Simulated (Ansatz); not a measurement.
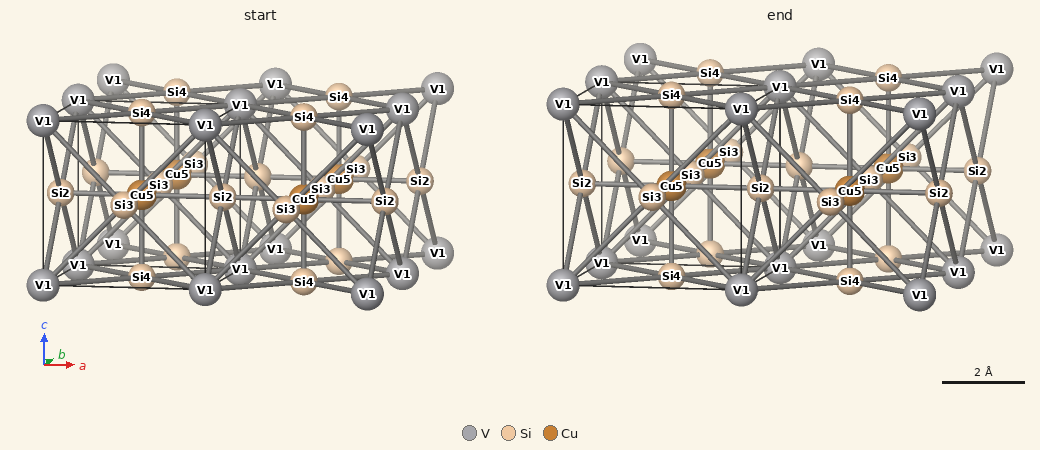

The structure of a crystal of VCuSi$_{3}$ (built on the cubic perovskite type) (coarse preliminary run) before (left) and after (right) a relaxation, at one scale.

The picture is a ball-and-stick view of the cell of the calculation, repeated 2 × 2 × 1 with one cell outlined, seen slightly off an axis.

Case: cubic perovskite type (Pm-3m, No. 221).

These are results of DFT PBE, scalar-relativistic, plane waves, PAW (Ansatz 0.2.0), not measurements.

The input:
```yaml
crystal:
  lattice:
    - [4.0551850586, 0.0, 0.0]
    - [0.0, 4.0551850586, 0.0]
    - [0.0, 0.0, 4.0551850586]
  atoms:
    - { symbol: V, position: [0.0, 0.0, 0.0], spin: 2.43 }
    - { symbol: Si, position: [0.0, 0.5, 0.5] }
    - { symbol: Si, position: [0.5, 0.0, 0.5] }
    - { symbol: Si, position: [0.5, 0.5, 0.0] }
    - { symbol: Cu, position: [0.5, 0.5, 0.5] }
basis:
  ecutwfc: 420
kpoints:
  mp_grid: { grid: [4, 4, 4] }
hamiltonian:
  xc: pbe
scf:
  occupations: { method: gaussian, width: 0.1 }
  lower_state_search: "off"
output:
  forces: true
  stress: true
  eigenvalues: true
  populations: true
magnetization:
  spin_polarized: true
relax:
  adjacent_minimum: "off"
  f_tol: 0.04
  max_steps: 70
  cell: { stress_tol: 0.4 }
```

Command:
```bash
ansatz run input.yaml --threads 1 --pin off --max-ram 2560MiB --backend cpu --events-out ev --progress --plain --runs-dir out
```

> Summarise the run.

Over 5 accepted moves (7 points after the start) the energy falls by 2.076 eV per cell of the calculation. All forces vanish by symmetry, so only the cell relaxes. The pressure goes from 39.00 to 0.11 GPa. At 2 points the geometry stayed and the basis and grid were re-selected for the new cell (energy shift of 37.4 meV per cell of the calculation at most each time). The atoms keep their places relative to the cell (all moves are under 0.005 Å). The drawn cell changes as follows: a = b = c 4.055 → 4.459 Å (+10.0 %); the volume changes by +33.0 %. Near-neighbour distances that change, for instance: V1–Si2 2.867 → 3.153 Å, Si2–Cu5 2.028 → 2.230 Å. The space group stays Pm-3m (No. 221).

Limits of the set-up: the k-point mesh is coarse for a cell with partly filled bands.
